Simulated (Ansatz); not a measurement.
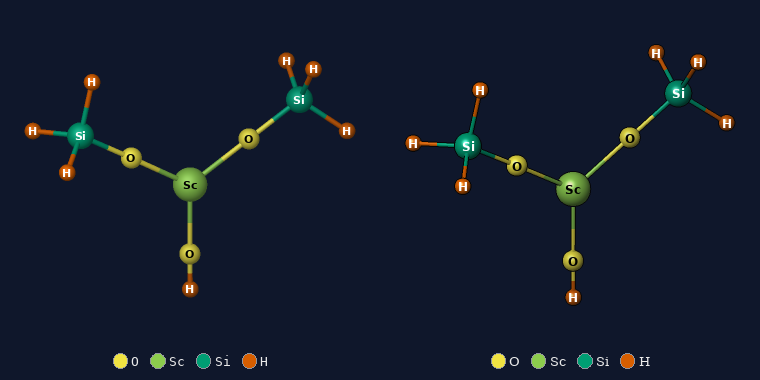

The same structure drawn twice, from different directions.

The species is neutral and a spin singlet.

Count the atoms of each element.

Answer. H₇O₃ScSi₂, 13 atoms: 7 hydrogen, 3 oxygen, 1 scandium and 2 silicon.

Give a SMILES string for it.

Answer. [OH][Sc]([O][SiH3])[O][SiH3]

Which point group does it belong to?

Answer. C1.

The parts below concern this one geometry. Atoms keep their numbers from picture to picture. Computed geometry: PBE0-D4/def2-TZVP optimisation.

**Geometry**

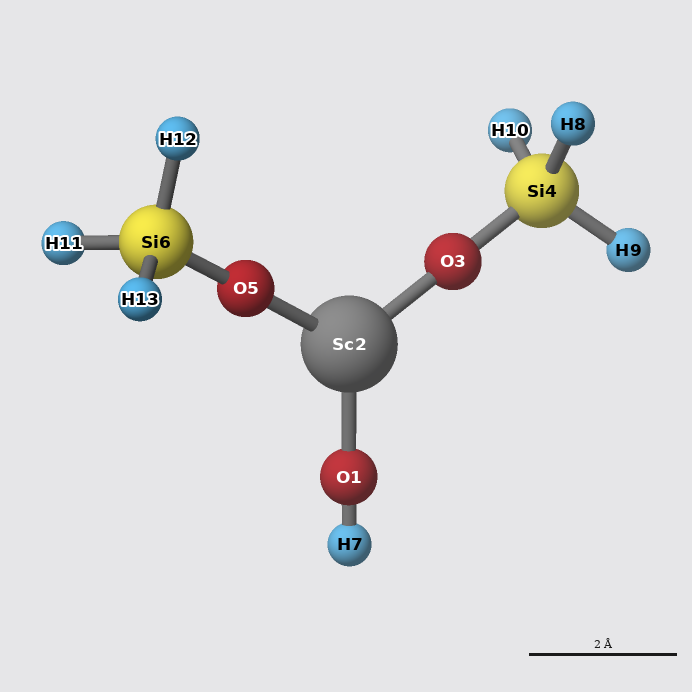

Atoms carry their numbers in the input.

Give the bond lengths.

```json
{"bond": "O1–Sc2", "length (Å)": "1.858"}
{"bond": "O1–H7", "length (Å)": "0.952"}
{"bond": "Sc2–O3", "length (Å)": "1.895"}
{"bond": "Sc2–O5", "length (Å)": "1.895"}
{"bond": "O3–Si4", "length (Å)": "1.627"}
{"bond": "Si4–H8", "length (Å)": "1.489"}
{"bond": "Si4–H9", "length (Å)": "1.490"}
{"bond": "Si4–H10", "length (Å)": "1.490"}
{"bond": "O5–Si6", "length (Å)": "1.627"}
{"bond": "Si6–H11", "length (Å)": "1.490"}
{"bond": "Si6–H12", "length (Å)": "1.489"}
{"bond": "Si6–H13", "length (Å)": "1.490"}
```

**Vibrations**

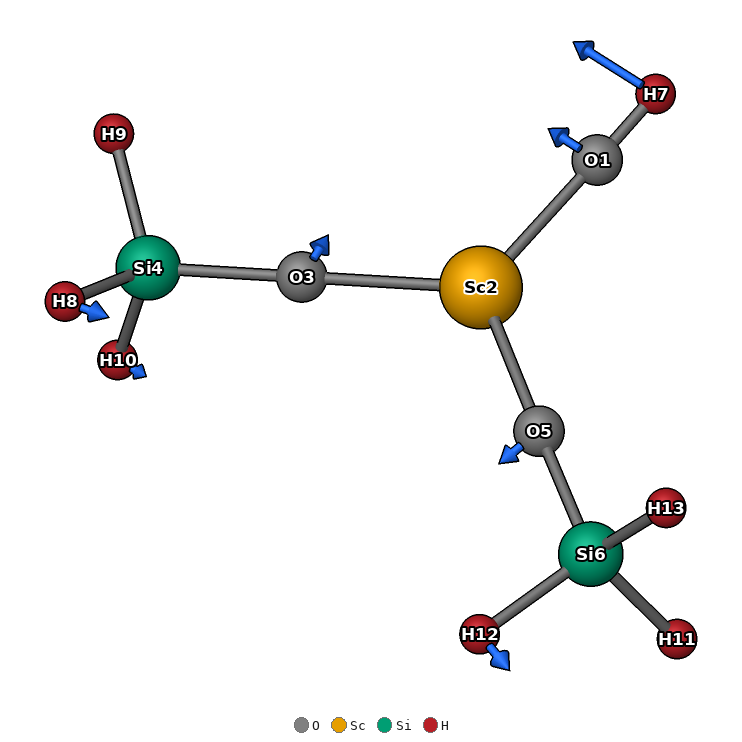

The arrows show one normal mode. Harmonic vibrations computed with RKS PBE0-D4/def2-TZVP (Ansatz 0.2.0) at a stationary point of the same level.

Describe the motion.

Answer. Mostly O–Sc–O bending.

At what wavenumber does it lie?

Answer. 159 cm⁻¹; it is mode 8 of 33 counted from the lowest.

**Electronic properties**

Method: RKS PBE-D4/def2-TZVPP (Ansatz 0.2.0).

Computed properties:

- dipole moment: 1.87 D
- HOMO energy (Kohn–Sham orbital): −6.87 eV
- LUMO energy (Kohn–Sham orbital): −2.88 eV
- HOMO–LUMO gap: 4.00 eV
- dispersion correction: −26.4 kJ/mol

**Charges**

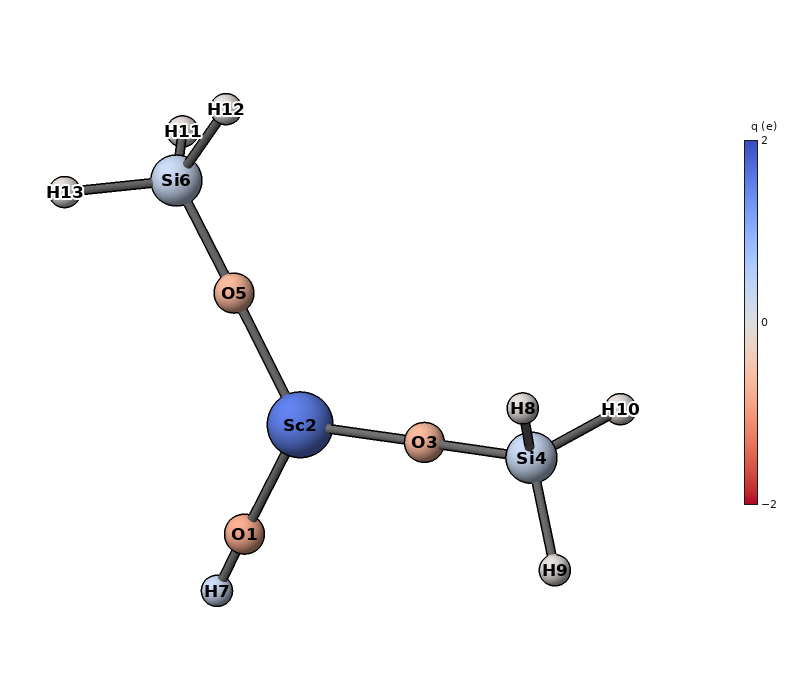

Atoms are coloured by their Mulliken charges. Properties computed with RKS PBE0-D4/def2-TZVP (Ansatz 0.2.0).

List the Mulliken charges.

| atom | value (e) |
| --- | --- |
| O1 | −0.80 |
| Sc2 | 1.52 |
| O3 | −0.68 |
| Si4 | 0.30 |
| O5 | −0.68 |
| Si6 | 0.30 |
| H7 | 0.33 |
| H8 | −0.05 |
| H9 | −0.05 |
| H10 | −0.05 |
| H11 | −0.05 |
| H12 | −0.04 |
| H13 | −0.05 |

Mulliken values depend strongly on the basis set and can even reverse the polarity of a bond.
